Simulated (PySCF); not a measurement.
## Electronic structure of C6H7FO2 in real space

```xyz
16

C     2.6792    0.8077    0.1017
O     1.8741   -0.1636    0.7456
C     0.5574   -0.1624    0.4689
C    -0.2584   -1.0932    0.9743
C    -1.7266   -1.0572    0.7332
F    -2.3962   -0.6733    1.9228
C    -2.0524   -0.0607   -0.3307
C    -1.1417    0.7954   -0.7743
O     0.1614    0.8115   -0.3957
H     3.6873    0.6355    0.4720
H     2.6559    0.6844   -0.9843
H     2.3580    1.8210    0.3553
H     0.1428   -1.8358    1.6398
H    -2.1434   -2.0518    0.5220
H    -3.0681   -0.0084   -0.6830
H    -1.3369    1.5597   -1.5114
```

Geometry: GFN2-xTB.

Theory: PBE0/pcSseg-1, SCF density, gas phase, non-relativistic (PySCF).

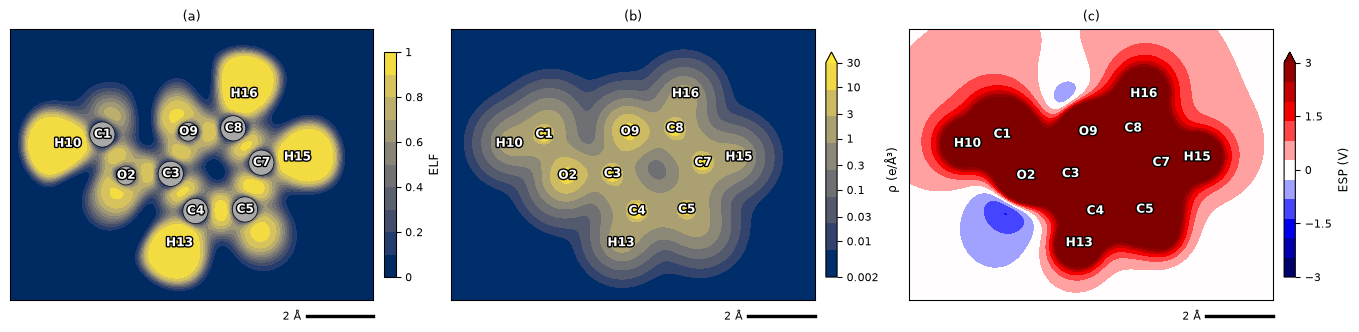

Figure 1. (a) electron localisation function; (b) electron density; (c) electrostatic potential on the plane of atoms C3, C4 and H13. Grey discs cover the atomic cores in the ELF map.

Read the bonding off the picture.

The plane passes through C, O and H nuclei.
C–C (1.33 Å): ρ at the midpoint is about 2.3 e/Å³; the ELF peaks at about 0.90 between the atoms: a short, multiple covalent bond.
C–O (1.35 Å): ρ is about 2.4 e/Å³ halfway, with its minimum of 2.1 e/Å³ about 0.5 Å from C; the ELF peaks at about 0.90 between the atoms: a shared but strongly polarised pair.
C–H (1.07 Å): ρ at the midpoint is about 2 e/Å³; the ELF climbs to about 1 towards the hydrogen, as it does in any bond to H; a covalent bond by its length.
C–O (1.42 Å): the density is about 2 e/Å³ at the midpoint, with its minimum of 1.7 e/Å³ about 0.5 Å from C; the ELF peaks at about 0.90 between the atoms (a polar covalent bond).
C–C (1.49 Å): ρ is about 1.8 e/Å³ halfway; the ELF peaks at about 0.95 between the atoms: a shared electron pair.
The ELF also peaks beside O2 and O9, away from the bonds: lone-pair regions.
Outside the dense part of the molecule the potential is most negative (−1.4 V) near O2.

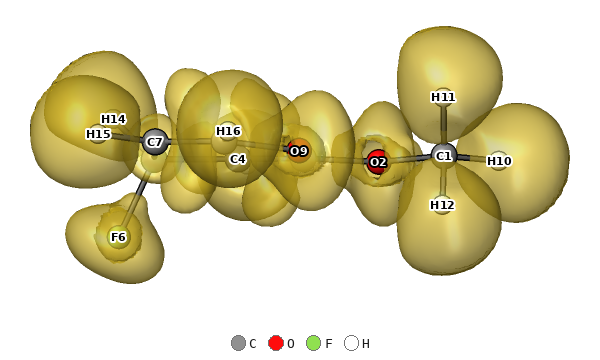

Figure 2. Isosurface of the electron localisation function at 0.75 (yellow), seen from one side. Only the valence region is drawn (cores and ρ < 0.01 e/Å³ removed).

Identify the bonds, lone pairs and shells in this picture.

At this value the surface marks out four regions between bonded C–C atoms (shared pairs), seven regions around hydrogen nuclei, one region on F in which the atom's valence shell and bonds are merged and two regions on O in which the atom's valence shell and bonds are merged.

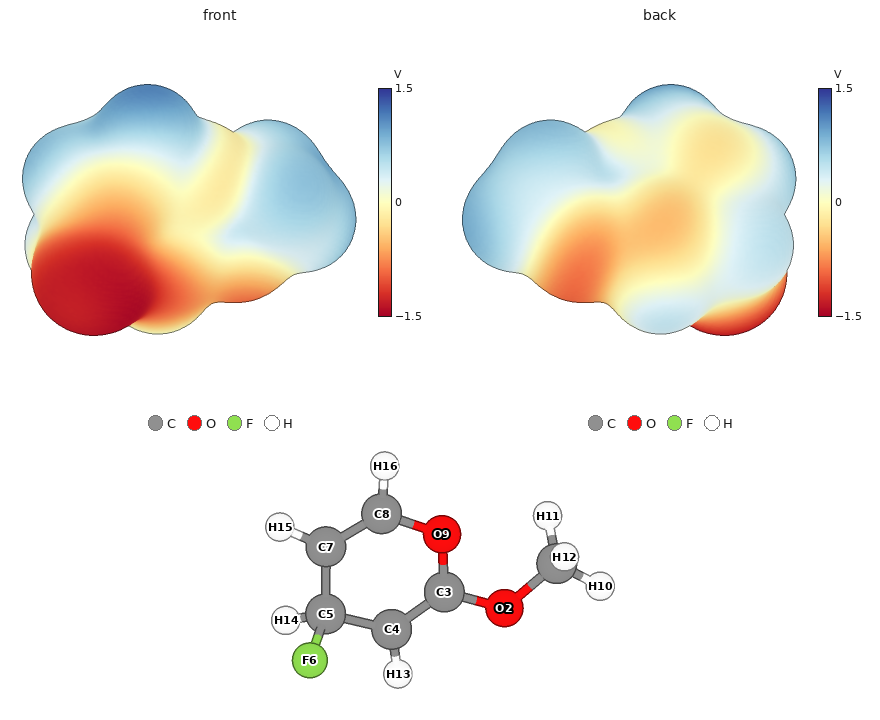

Figure 3. The molecular electrostatic potential painted on the density surface at 0.001 e/bohr³, seen from the front and from behind; the colour scale runs from red (negative) to blue (positive). The bare structure is drawn below in the same view.

Where is the surface potential most negative and most positive?

The most negative region (about −1.4 V) lies over F6, the most positive (about +1.1 V) over H16.
